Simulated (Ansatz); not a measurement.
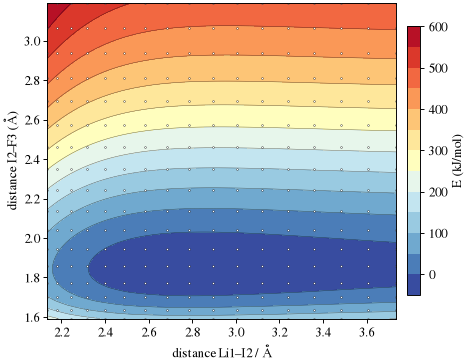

Energy landscape of the system Li⁺ + IF. The first coordinate is: distance Li1–I2; the second: distance I2–F3. Nothing is relaxed (the angle Li1–I2–F3 is fixed at 100 degrees). Grid: 17 × 17 points. Points are written as (first, second). Energies: kJ/mol, counted from Li with charge +1 far from the relaxed IF (each part in its own basis). The reference is spin-restricted, so regions where a bond is pulled apart into radicals lie too high. Theory: Ansatz 0.2.0, RHF/def2-TZVPD.

In the figure: filled contours, dots at the grid points. Between grid points the surface is interpolated. 

### Summarise what can be read from the map.

The lowest grid point is at (2.786 Å, 1.856 Å), −39 kJ/mol from Li with charge +1 far from the relaxed IF (each part in its own basis). No other kind of well shows on this grid. The highest grid point, (2.136 Å, 3.192 Å), lies 629 kJ/mol above the lowest.

The input of one point:

```yaml
crystal:
  periodic: [false, false, false]
  atoms:
    - { symbol: Li, position_ang: [-2.786, 0.0, 0.0] }
    - { symbol: I, position_ang: [0.0, 0.0, 0.0] }
    - { symbol: F, position_ang: [0.322291, 1.827803, 0.0] }
total_charge: 1
basis:
  gaussian: { orbitals: def2-TZVPD }
hamiltonian:
  xc: hf
output:
  forces: true
```

Each point was launched as `ansatz run input.yaml --threads 1 --pin off --max-ram 2560MiB --backend cpu --events-out ev --progress --plain --runs-dir out`. The whole map (289 points run) took 20 min on 1 thread of Arm Neoverse N1, with other jobs on the host.
